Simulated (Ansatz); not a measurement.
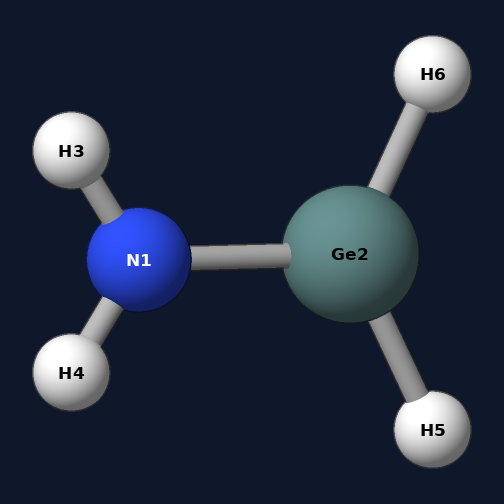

The questions are on Mulliken charges. State: charge +1, singlet. Computed geometry: PBE0-D4/def2-TZVP optimisation. No frequency run is at hand to confirm it as a minimum. Level of theory: RKS PBE0-D4/def2-TZVP (Ansatz 0.2.0).

> Which atom carries the highest charge (most positive or least negative)?

Ge2 (0.49 e).

> And the lowest?

N1 (−0.49 e).

Give the Mulliken charges atom by atom.

```tsv
atom	value (e)
N1	−0.49
Ge2	0.49
H3	0.32
H4	0.32
H5	0.18
H6	0.18
```

Mulliken values depend strongly on the basis set and can even reverse the polarity of a bond.
